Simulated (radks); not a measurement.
# Atomic calculation for Cs

- system: atomic caesium (Cs) in the configuration [Xe] 6s1 (high spin).
- method: non-relativistic Kohn-Sham, exchange-only B88, spin-polarised, spherical densities, point nucleus (the in-house radial solver radks)

Key numbers:

```tsv
quantity	value
outcome	converged
total energy	−7553.9246 hartree
kinetic energy	7553.9246 hartree
electron–nucleus energy	−17911.2034 hartree
Hartree energy	2987.3835 hartree
exchange–correlation energy	−184.029220 hartree
radius at density 0.001 e/bohr³	4.71 bohr
SCF iterations	14
hardware	1 CPU thread, shared host
```

Remarks:

Relativity is left out, which matters for an atom this heavy.

Input file:
```
Z 55
configuration [Xe] 6s1
relativity non-relativistic
functional b88,
spin polarised
nucleus point
```

Energies in input and log are in hartree, lengths in bohr.

Log:
```
1s      1   1.0000       -1258.15101747
2s      1   1.0000        -192.11566868
2p      1   3.0000        -181.04817860
3s      1   1.0000         -39.84597901
3p      1   3.0000         -35.13619115
3d      1   5.0000         -26.36859548
4s      1   1.0000          -7.42791393
4p      1   3.0000          -5.73248877
4d      1   5.0000          -2.80183434
5s      1   1.0000          -0.87317261
5p      1   3.0000          -0.46569111
6s      1   1.0000          -0.07185901
1s      2   1.0000       -1258.15093358
2s      2   1.0000        -192.11560688
2p      2   3.0000        -181.04813346
3s      2   1.0000         -39.84589139
3p      2   3.0000         -35.13610994
3d      2   5.0000         -26.36852427
4s      2   1.0000          -7.42772186
4p      2   3.0000          -5.73227249
4d      2   5.0000          -2.80153869
5s      2   1.0000          -0.87211428
5p      2   3.0000          -0.46288192
6s      2   0.0000          -0.03013059
Etot -7553.924557536844
Ekin 7553.924557159876
Encl -17911.203444804953
Eh 2987.3835499689053
Exc -184.02921986067344
err 6.971140154858112e-09
it 14
```

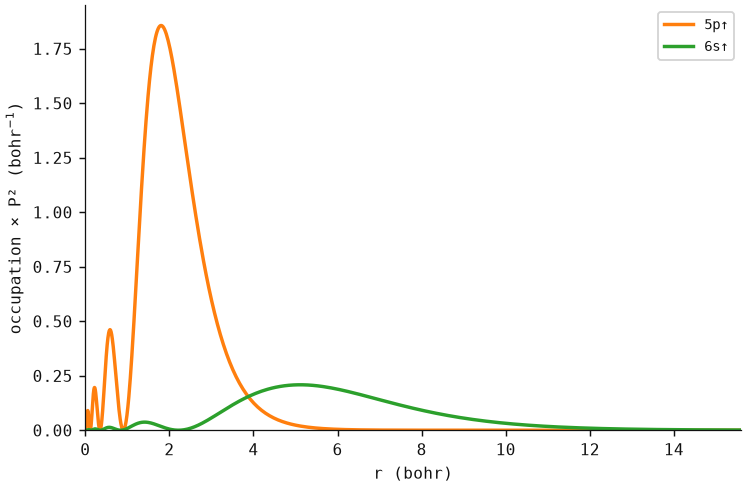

Fig. 1: The radial probability densities P² of 5p up and 6s up, each times its occupation. 5p up: outer maximum at 1.80 bohr, ⟨r⟩ = 2.13 bohr, 3 nodes, eigenvalue −12.7 eV; 6s up: outer maximum at 5.11 bohr, ⟨r⟩ = 6.00 bohr, 5 nodes, eigenvalue −1.96 eV. The innermost lobes are too small to be seen at this scale.

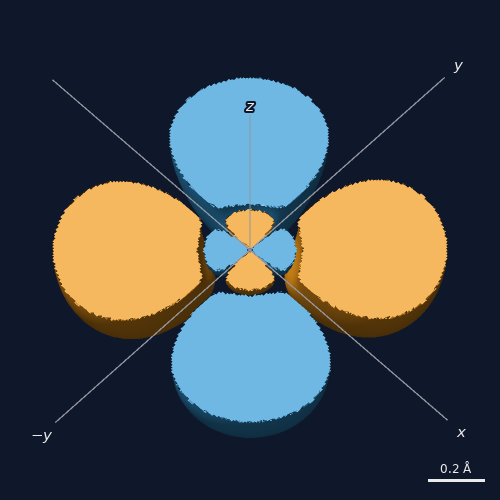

Fig. 2: One occupied orbital of down spin is shown. The surface of constant |ψ| that holds about 85 % of the electron is drawn, orange where ψ is positive and blue where it is negative, with the half in front of the xy plane cut away and the cut face painted. The radial function comes from the spherical calculation and is multiplied by a real spherical harmonic; the overall sign is chosen so that the largest lobe of P(r) is positive. It is 4d(xy) of down spin. It has the nodal planes xz and yz and 1 radial node, at r = 0.334 bohr. The outermost maximum of P² lies at 0.718 bohr, ⟨r⟩ = 0.832 bohr, 90 % of the charge lies within 1.26 bohr, and the eigenvalue is −76.2 eV, with 5 electrons in the shell for this spin.

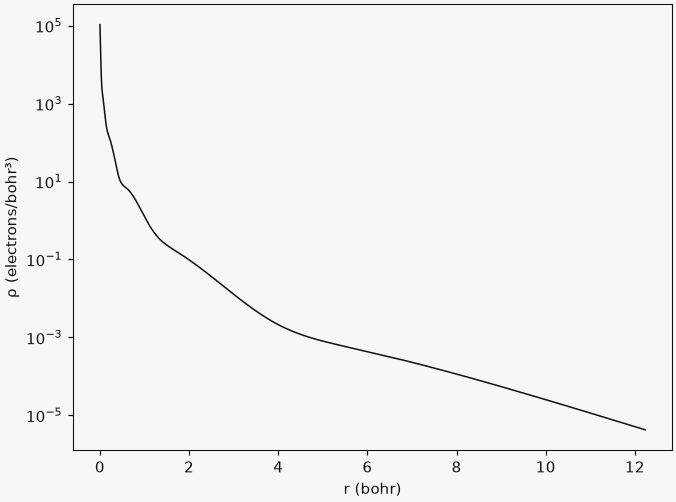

Fig. 3: The electron density ρ(r) on a logarithmic scale. The density falls from 110000 electrons/bohr³ at the inner end (r = 0.00091 bohr) to 0.001 at r = 4.71 bohr, a common measure of the size of an atom or ion. The highest occupied orbital, 6s up (⟨r⟩ = 6.00 bohr, −1.96 eV), is also the most diffuse and sets the fall-off far out: over the last part drawn ln ρ falls by 0.80 per bohr, against 2√(−2ε) = 0.76 for the pure exponential. At the nucleus d ln ρ/dr is −110 per bohr, near the cusp value −2Z = −110. The steps in the slope mark the shells; the radial density has its minima at 0.038, 0.16 and 0.48 bohr.

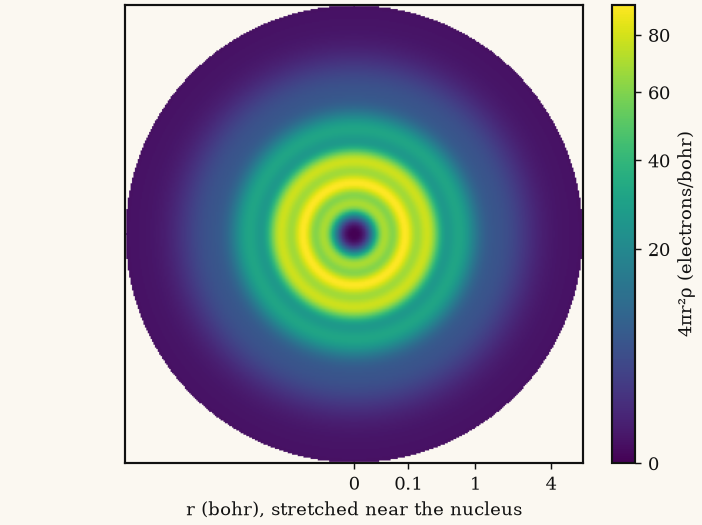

Fig. 4: The radial density 4πr²ρ as a disc about the nucleus, with the radius drawn as r to the power 0.35. There are 4 maxima, at r = 0.0202, 0.0851, 0.233 and 0.660 bohr, parted by minima at 0.0376, 0.158 and 0.483 bohr, inside which lie 2.0, 11.4 and 29.0 electrons. The configuration has 6 principal shells, so not every shell has a maximum of its own.
